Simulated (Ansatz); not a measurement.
**Run report: Si2H7OF, phonon calculation**

System: Si2H7OF.
Method: RKS B3LYP-D4/6-31G* (Ansatz 0.2.0).

It belongs to a series of runs on one base structure; here: vibrations at the highest image of the band. Figures and captions count atoms from 1; the log counts them from 0 in places.

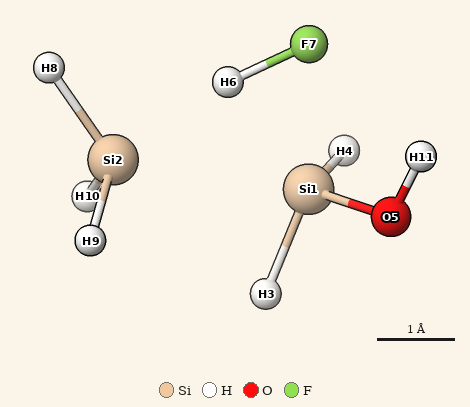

Fig. 1: The input geometry (ball-and-stick view, seen at a tilt; atoms are numbered from 1 in the order of the input). Bond lengths as drawn: F–H 1.17 Å, H–O 0.97 Å, H–Si 1.48 to 1.49 Å and O–Si 1.66 Å.

### Input
```yaml
crystal:
  periodic: [false, false, false]
  atoms:
    - { symbol: Si, position_ang: [-0.17459, -1.023457, -0.145031] }
    - { symbol: Si, position_ang: [0.682186, 1.41753, -0.372192] }
    - { symbol: H, position_ang: [-0.125399, -0.842429, -1.626637] }
    - { symbol: H, position_ang: [0.923922, -1.952281, 0.201459] }
    - { symbol: O, position_ang: [-1.761064, -1.473772, 0.018777] }
    - { symbol: H, position_ang: [0.138388, 0.369244, 1.020816] }
    - { symbol: F, position_ang: [-0.234166, -0.442618, 1.779204] }
    - { symbol: H, position_ang: [1.099222, 2.462792, 0.608455] }
    - { symbol: H, position_ang: [-0.370366, 1.978882, -1.255216] }
    - { symbol: H, position_ang: [1.871732, 1.023356, -1.171702] }
    - { symbol: H, position_ang: [-2.049965, -1.517148, 0.942165] }
basis:
  gaussian: { orbitals: "6-31G*" }
hamiltonian:
  xc: b3lyp
  dispersion: d4
phonons: {}
```

Hardware: 2 threads of Arm Neoverse V1, 24 GiB of memory available, shared host.

Run as:
```bash
ansatz run input.yaml --threads 2 --pin off --max-ram 3072MiB --backend cpu --events-out ev --progress --plain --runs-dir out
```

### Output
```
Engine: ansatz 0.2.0, aarch64-unknown-linux-gnu
Functional definition: B3LYP
  parameter a0 = 0.2
  parameter ax = 0.72
  parameter ac = 0.81
  exchange = (1 - a0 - ax)*slater_x + ax*b88_x + a0*exact_x
  correlation = (1 - ac)*vwn_rpa_c + ac*lyp_c
859 factors; integrals over basis functions are off by at most 6.3e-4 eV
mean field evaluation 1: about -20627.3169 eV, gradient 5.5e1 eV
mean field evaluation 2: about -20615.2061 eV, gradient 9.7e1 eV
mean field evaluation 4: about -20632.2320 eV, gradient 4.3e0 eV
mean field evaluation 8: about -20632.2738 eV, gradient 3.4e-2 eV
mean field -20632.27375728 eV, -758.2220755227 hartree, gradient 2.7e-5 eV, S^2 0.000000; 0 other end points of the search recorded, 0 dependent functions left out
the calculation of the forces begins
reference -20632.27401657 eV, -758.2220850514 hartree; 26, 26 occupied and 56, 56 virtual orbitals, 859 factors
these checks for a lower state are left out or cut short: stability, starts, cluster_reference, orbital_swaps, neighbouring_geometries, increment
859 factors; integrals over basis functions are off by at most 6.3e-4 eV
mean field evaluation 16: about -20632.2593 eV, gradient 1.4e-1 eV
mean field -20632.27359893 eV, -758.2220697032 hartree, gradient 1.2e-6 eV, S^2 0.000000; 0 other end points of the search recorded, 0 dependent functions left out
[... from here on the field's lines of each further geometry are left out, up to the last ...]
the calculation of the forces begins
reference -20632.27387833 eV, -758.2220799710 hartree; 26, 26 occupied and 56, 56 virtual orbitals, 859 factors
these checks for a lower state are left out or cut short: stability, starts, cluster_reference, orbital_swaps, neighbouring_geometries, increment
859 factors; integrals over basis functions are off by at most 6.3e-4 eV
mean field -20632.27361175 eV, -758.2220701743 hartree, gradient 2.4e-6 eV, S^2 0.000000; 0 other end points of the search recorded, 0 dependent functions left out
the calculation of the forces begins
reference -20632.27387101 eV, -758.2220797022 hartree; 26, 26 occupied and 56, 56 virtual orbitals, 859 factors
WARN: phonons: modes at or below zero, which the zero-point energy, F, S and C_V leave out: 1, the lowest at -1075.30 cm⁻¹. A minimum has none, and a first-order saddle one
Total energy: -20632.60992946 eV, -758.2344296225 hartree
Atom 0 at    -0.174590    -1.023457    -0.145031 Å, force    -0.012531    -0.005149     0.003513 eV/Å
Atom 1 at     0.682186     1.417530    -0.372192 Å, force    -0.001271     0.000065     0.004634 eV/Å
Atom 2 at    -0.125399    -0.842429    -1.626637 Å, force     0.002327     0.000005     0.000596 eV/Å
Atom 3 at     0.923922    -1.952281     0.201459 Å, force    -0.001277    -0.000972    -0.000854 eV/Å
Atom 4 at    -1.761064    -1.473772     0.018777 Å, force     0.011752     0.002844    -0.000138 eV/Å
Atom 5 at     0.138388     0.369244     1.020816 Å, force    -0.004570    -0.006594     0.007377 eV/Å
Atom 6 at    -0.234166    -0.442618     1.779204 Å, force     0.008719     0.005817    -0.010746 eV/Å
Atom 7 at     1.099222     2.462792     0.608455 Å, force    -0.000719     0.001176    -0.001836 eV/Å
Atom 8 at    -0.370366     1.978882    -1.255216 Å, force     0.000057     0.001898    -0.002487 eV/Å
Atom 9 at     1.871732     1.023356    -1.171702 Å, force     0.001952     0.001091    -0.000547 eV/Å
Atom 10 at    -2.049965    -1.517148     0.942165 Å, force    -0.004439    -0.000182     0.000491 eV/Å
Dipole moment:     0.083856     0.093609     0.108961 e Å
Vibrations: -1075.30 96.51 194.22 248.30 285.52 356.50 383.61 444.02 486.28 510.91 686.63 726.87 856.64 863.01 878.57 925.23 946.87 985.41 1010.31 1035.91 1527.38 2197.20 2220.30 2254.36 2271.82 2285.00 3798.44 cm⁻¹, zero-point energy 1.765277 eV
```

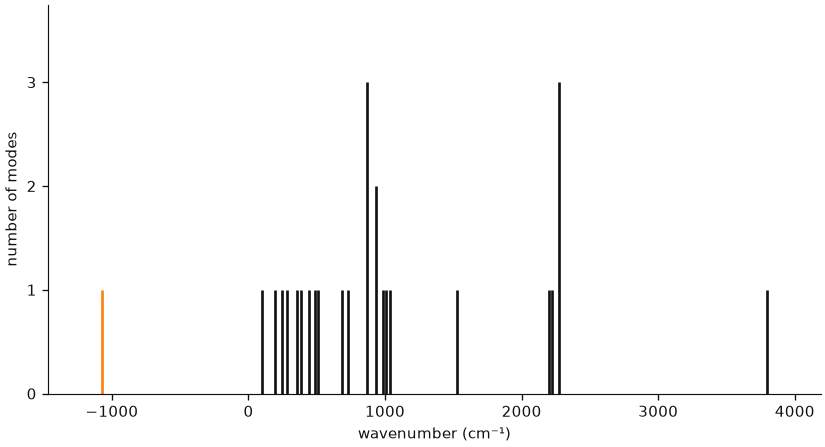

Fig. 2: Harmonic vibrational wavenumbers from the force constants; neighbouring modes closer than 22 cm⁻¹ are counted in one stick, and imaginary ones are drawn at negative wavenumbers. 27 modes from 1075i to 3798 cm⁻¹, 1 imaginary beyond 8i (1075i cm⁻¹): a first-order saddle point, if the geometry is stationary.

### Key numbers

```csv
quantity,value
outcome,converged
total energy,−20632.6099 eV
mean-field energy,−20632.2740 eV
largest force (length of the vector),0.015 eV/Å
wall time,98 s (CPU time 3.1 min)
peak memory,0.17 GiB
```
